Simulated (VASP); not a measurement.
Band structure of SiW (relaxed from the WC structure, space group P-6m2). All values below come from r2SCAN meta-GGA, VASP's PBE PAW potentials (set 64) (plane waves; VASP).

Unless said otherwise, spin-orbit coupling is left out, though it shifts the bands of the heavy elements here.

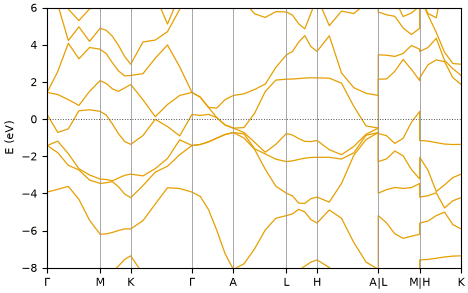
Figure. Bands along high-symmetry lines, zero at the valence-band maximum or, without a gap, the Fermi level

Read the plot: is there a gap, and where are the band edges?

It has no gap at this level: it comes out as a metal or semimetal.

The structure was generated: SiW was put into the WC type (P-6m2), which need not be its known phase. It was relaxed first, which changed the volume by -14 %.
